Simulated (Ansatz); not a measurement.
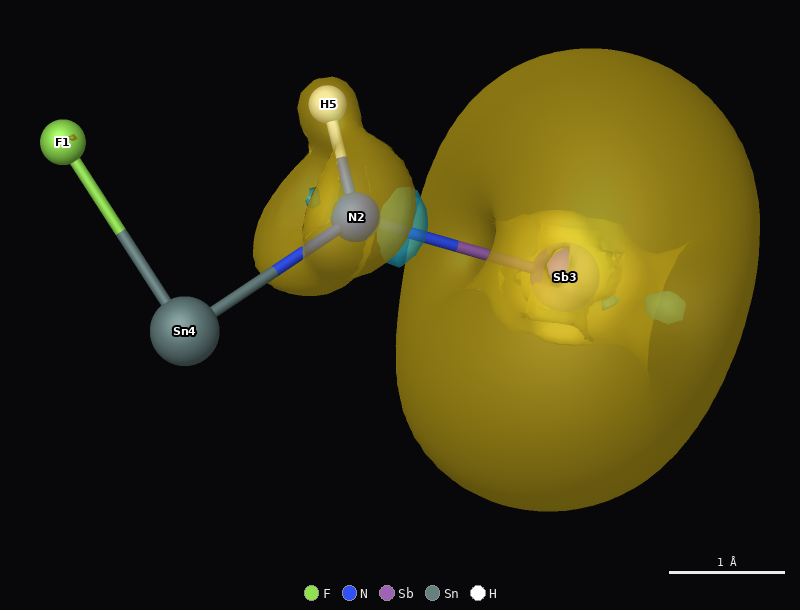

Figure. FHNSbSn (triplet). Isosurfaces of the spin density at +0.02 (yellow) and −0.02 e/Å³ (cyan), seen at a tilt.

Geometry: r2SCAN-D4/def2-SVP; core potentials replace the inner electrons of Sb and Sn.

The calculation used isolated molecule in a Gaussian basis; Kohn-Sham density functional theory, functional PBE0 (Ansatz).

```
atom    x (Å)    y (Å)    z (Å)
   F   0.2520   0.3779  -0.1376
   N  -2.0215   0.4125  -1.8696
  Sb  -3.6542   0.4955  -3.1067
  Sn  -0.9010   1.8065  -0.8528
   H  -1.6651  -0.5374  -1.7074
```

Q: Describe the spin distribution.

A: The unpaired spin (2 electrons) lies mostly on Sb3 (about 1.8), N2 (about 0.1) and Sn4 (about 0.1), in electrons by Hirshfeld's partition.
